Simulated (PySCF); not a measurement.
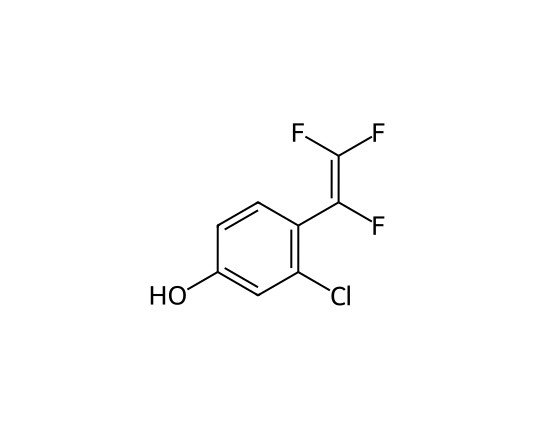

2D structure.

Give its SMILES.

Answer. Oc1ccc(C(F)=C(F)F)c(Cl)c1

What is the molecular formula?

Answer. C8H4ClF3O.

An optimisation with GFN2-xTB gave a structure of which point group?

Answer. C1. Other conformers may differ.

More results for the same structure follow; atom numbers are the same in all pictures, views and colours differ. The geometry was computed by an optimisation with GFN2-xTB. No frequency run is at hand to confirm it as a minimum.

## Geometry

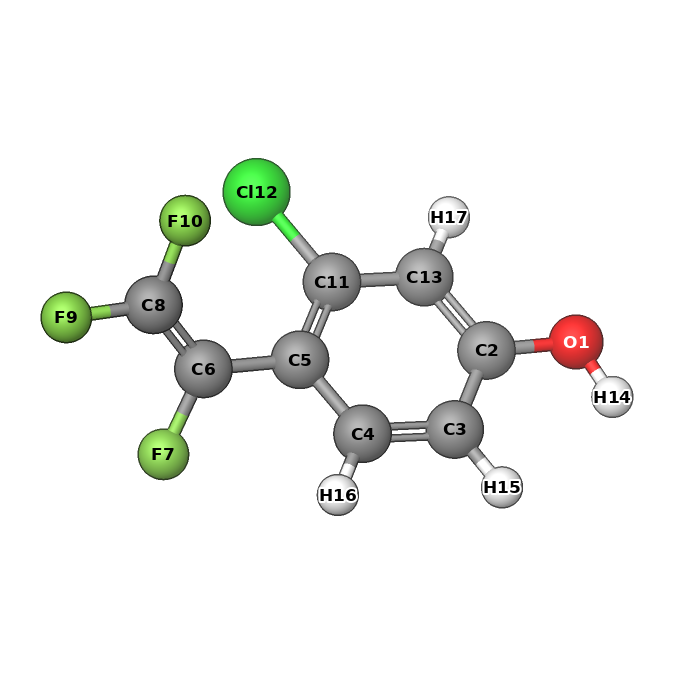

No frequency run is at hand to confirm it as a minimum.

How are the neighbours of atom 13 arranged?

Answer. C13 has 3 neighbours (C2 at 1.39, C11 at 1.38, H17 at 1.08 Å); the arrangement is trigonal planar.

Describe the coordination of atom 6.

Answer. C6 has 3 neighbours (C5 at 1.46, F7 at 1.35, C8 at 1.33 Å); the arrangement is trigonal planar.

Describe the coordination of atom 5.

Answer. C5 has 3 neighbours (C4 at 1.39, C6 at 1.46, C11 at 1.40 Å); the arrangement is trigonal planar.

What is the geometry at C4?

Answer. C4 has 3 neighbours (C3 at 1.38, C5 at 1.39, H16 at 1.08 Å); the arrangement is trigonal planar.

Which bond is the longest?

Answer. C11–Cl12, 1.722 Å.

What is the dihedral angle C6–C5–C11–Cl12?

Answer. 3° in size, that is syn (eclipsed).

## Quadrupole coupling

No frequency run is at hand to confirm it as a minimum. Electric field gradients from the ground-state density, PBE0/pcSseg-1 (PySCF 2.14.0), non-relativistic apart from any core potentials.

Give the largest field-gradient component, the quadrupole coupling constant and the asymmetry for 17O at O1 (Q = −25.6 mb), 35Cl at Cl12 (Q = −81.7 mb), 2H at H14 (Q = 2.86 mb), 2H at H15 (Q = 2.86 mb).

```tsv
atom	V_zz (a.u.)	e²qQ/h (MHz)	η
O1	1.782	−10.72	0.79
Cl12	4.009	−77.0	0.12
H14	0.451	0.303	0.13
H15	0.327	0.220	0.11
```

## NMR shielding

The questions are on isotropic NMR shieldings of the H atoms. No frequency run is at hand to confirm it as a minimum. Method: GIAO PBE0/pcSseg-1 NMR shielding, non-relativistic, gas phase (PySCF 2.14.0).

Which H atom is the most shielded (lowest chemical shift)?

Answer. H14 (27.11 ppm).

Which H atom is the least shielded (highest chemical shift)?

Answer. H16 (23.96 ppm).

How wide is the range of H shifts?

Answer. 3.15 ppm.

Give the isotropic NMR shieldings of the H atoms atom by atom.

```tsv
atom	σ (ppm)
H14	27.11
H15	25.01
H16	23.96
H17	24.40
```

## Charges

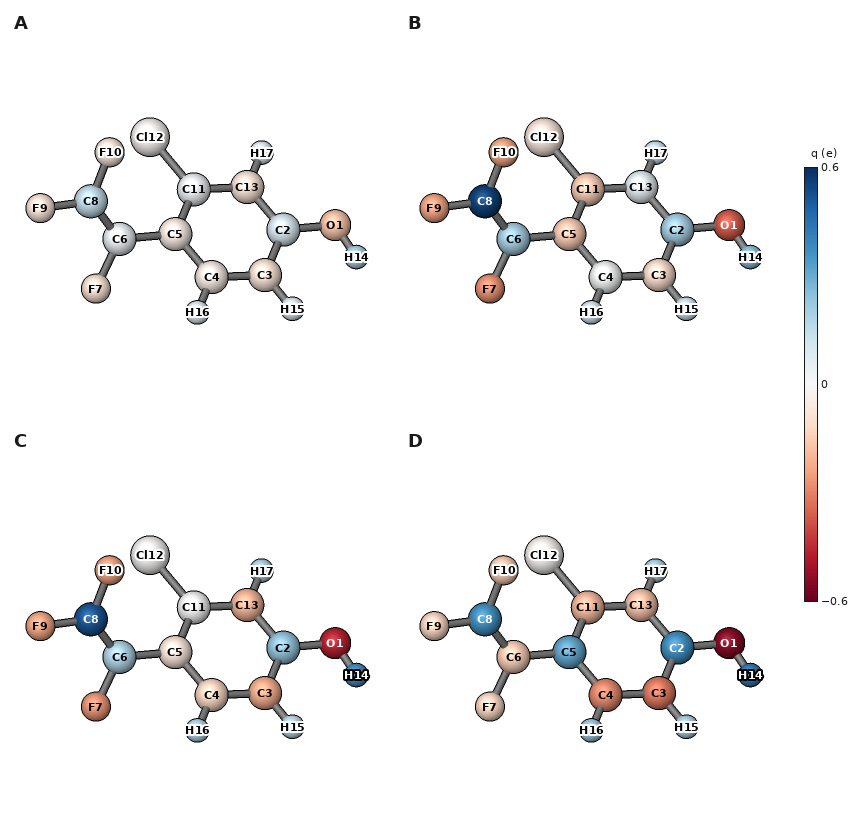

Atomic charges of one calculation by 4 schemes, on one colour scale. No frequency run is at hand to confirm it as a minimum. Computed with PBE0/pcSseg-1 (PySCF 2.14.0).

The schemes are ESP-fitted, Hirshfeld, IAO, Mulliken. Which panel shows which?

Answer. A Hirshfeld, B Mulliken, C IAO, D ESP-fitted.

List the charges (e), one line for each set of equivalent atoms.

| atom | Hirshfeld | Mulliken | IAO | ESP-fitted |
| --- | --- | --- | --- | --- |
| O1 | −0.17 | −0.37 | −0.46 | −0.55 |
| C2 | 0.09 | 0.20 | 0.23 | 0.37 |
| C3 | −0.08 | −0.10 | −0.22 | −0.31 |
| C4 | −0.04 | 0.01 | −0.12 | −0.28 |
| C5 | −0.04 | −0.15 | −0.06 | 0.31 |
| C6 | 0.03 | 0.20 | 0.18 | −0.14 |
| F7 | −0.08 | −0.27 | −0.27 | −0.12 |
| C8 | 0.14 | 0.56 | 0.51 | 0.36 |
| F9 | −0.07 | −0.24 | −0.23 | −0.12 |
| F10 | −0.06 | −0.23 | −0.23 | −0.14 |
| C11 | 0.02 | −0.15 | 0.00 | −0.19 |
| Cl12 | −0.01 | −0.07 | −0.01 | −0.01 |
| C13 | −0.08 | 0.05 | −0.20 | −0.17 |
| H14 | 0.19 | 0.24 | 0.37 | 0.42 |
| H15 | 0.05 | 0.10 | 0.15 | 0.18 |
| H16 | 0.06 | 0.10 | 0.17 | 0.21 |
| H17 | 0.06 | 0.11 | 0.18 | 0.18 |

## Dipole moment

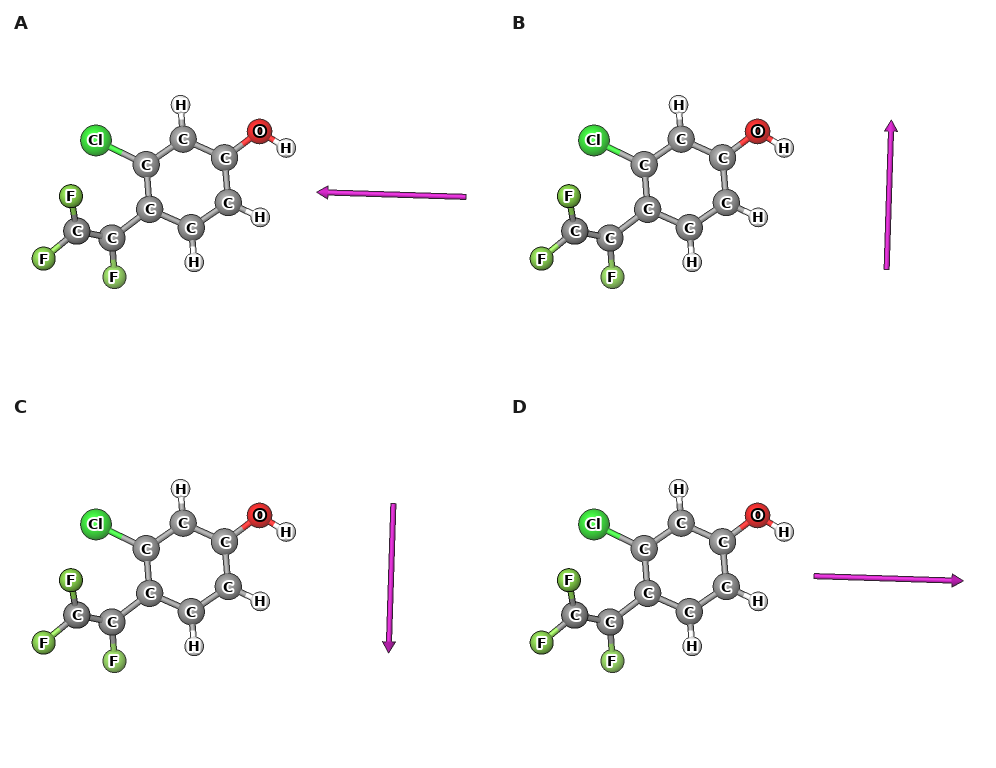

The same molecule four times, each with an arrow. No frequency run is at hand to confirm it as a minimum. Level of theory: PBE0/pcSseg-1, gas phase (PySCF 2.14.0).

Which arrow points along the dipole moment, from the negative to the positive end?

Answer. D. The dipole moment is 3.94 D.

Mulliken values depend strongly on the basis set and can even reverse the polarity of a bond.
